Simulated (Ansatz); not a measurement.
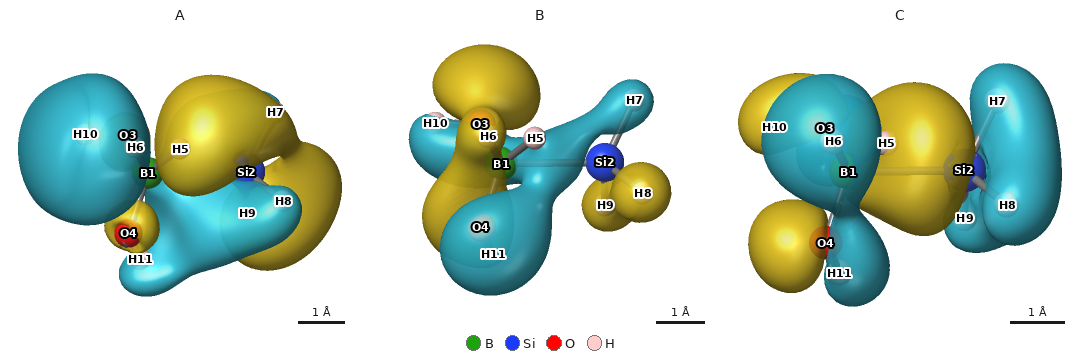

*BH7O2Si. Three frontier orbitals at ±0.06 Å⁻³ᐟ² (yellow and cyan are the two phases), in no order.*

A transition-state structure; geometry: PBE0-D4/def2-TZVP.

The calculation used RKS PBE0-D4/def2-TZVPP (Ansatz 0.2.0).

```xyz
11

B    -0.5780    0.4763    0.1310
Si    1.2580   -0.7024   -0.0995
O    -0.7578    0.9995   -1.1642
O    -1.5317   -0.2953    0.8279
H     0.4609    0.8456    0.7890
H    -0.3243    1.4692    1.0094
H     2.3357   -0.0978   -0.9240
H     1.8410   -1.2571    1.1526
H     0.6027   -1.8075   -0.8526
H    -1.5831    1.4848   -1.2369
H    -1.7234   -1.1150    0.3674
```

### Which picture is the HOMO−1, the HOMO and the LUMO?

B is the HOMO−1 (−8.90 eV). Its weight (Hirshfeld) is mainly on O3 (about 40 %), O4 (about 35 %) and B1 (about 10 %); largely a combination of lone pairs on O3 and O4. C is the HOMO (−7.13 eV). By Hirshfeld shares it lies mainly on Si2 (about 25 %), B1 (about 20 %), O4 (about 15 %), H6 (about 15 %), O3 (about 10 %) and H5 (about 5 %). A is the LUMO (−0.42 eV). Its weight (Hirshfeld) is mainly on Si2 (about 30 %), B1 (about 15 %), H6 (about 15 %), H5 (about 15 %) and H9 (about 10 %).

### What is the HOMO–LUMO gap?

6.71 eV between the orbital energies.
